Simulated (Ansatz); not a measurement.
## Electronic structure of CH$_{6}$O$_{4}$Ti (SMILES C[O][Ti]([OH])([OH])[OH]) in real space

The calculation's input:

```
crystal:
  periodic: [false, false, false]
  atoms:
    - {symbol: C, position_ang: [-0.179286, -1.428325, 1.635235]}
    - {symbol: O, position_ang: [0.098823, -0.903188, 0.376086]}
    - {symbol: Ti, position_ang: [0.218297, 0.510760, -0.686974]}
    - {symbol: O, position_ang: [1.965403, 0.745722, -1.104661]}
    - {symbol: O, position_ang: [-0.777358, 0.274745, -2.173198]}
    - {symbol: O, position_ang: [-0.407232, 1.977487, 0.158854]}
    - {symbol: H, position_ang: [0.736688, -1.823160, 2.086095]}
    - {symbol: H, position_ang: [-0.902682, -2.245536, 1.547704]}
    - {symbol: H, position_ang: [-0.594868, -0.662138, 2.298481]}
    - {symbol: H, position_ang: [2.367315, 1.481438, -1.568316]}
    - {symbol: H, position_ang: [-1.261806, -0.482848, -2.500805]}
    - {symbol: H, position_ang: [-1.186394, 2.499844, -0.034498]}
basis:
  gaussian: {orbitals: def2-TZVPP}
hamiltonian: {xc: pbe0, dispersion: d4}
output: {orbitals: {seedname: orbitals}}
```

Run with:

```sh
ansatz run in.yaml --threads 4 --pin off --events-out ev --progress --plain --max-ram 11315MiB
```

Geometry: PBE0-D4/def2-TZVP.

Computed with Ansatz, RKS PBE0-D4/def2-TZVPP.

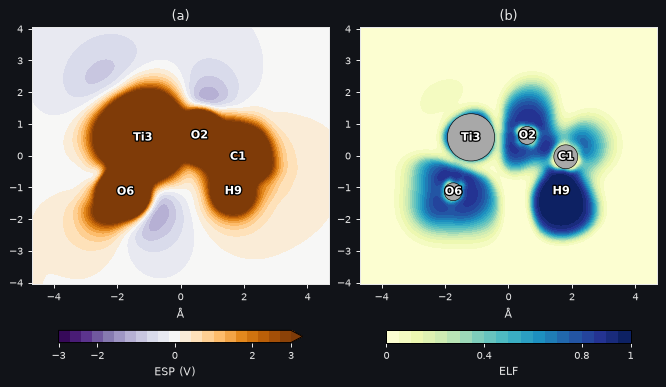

Figure 1. (a) electrostatic potential; (b) ELF on the plane of atoms O2, C1 and H9. Grey discs cover the atomic cores in the ELF map.

Describe what can be read from this map.

Answer.
- Atoms in the plane: C, O, Ti and H.
- C–O (1.39 Å): the ELF peaks at about 0.85 between the atoms, as expected for a polar covalent bond.
- Ti–O (1.77 Å): the ELF peaks at about 0.85 in the valence shell of O, 0.5 Å from its nucleus, and is about 0.25 at the midpoint.
- C–H (1.10 Å): the ELF climbs to about 1 towards the hydrogen, as it does in any bond to H (a covalent bond by its length).
- Outside the dense part of the molecule the potential is most negative (−1.2 V) near O6.

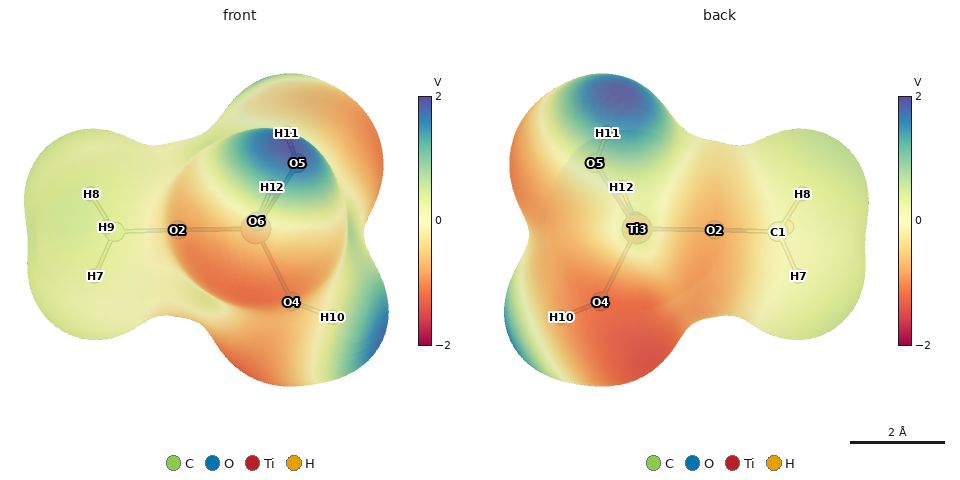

Figure 2. The molecular electrostatic potential painted on the density surface at 0.001 e/bohr³, seen from the front and from behind; the colour scale runs from red (negative) to blue (positive).

Where is the surface potential most negative and most positive?

Answer. The most negative region (about −1.4 V) lies over O4, the most positive (about +1.9 V) over H11 and H12. O4 is the likeliest acceptor of a hydrogen bond.

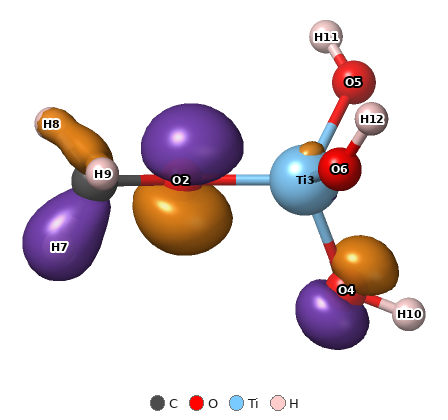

Figure 3. The HOMO at ±0.2 Å⁻³ᐟ² (orange and purple are the two phases), seen at an oblique angle.

What is the character of this orbital?

Answer. By Hirshfeld shares it lies mainly on O2 (about 45 %), O4 (about 15 %), C1 (about 10 %), H7 (about 10 %) and Ti3 (about 5 %). Its energy is −8.27 eV.
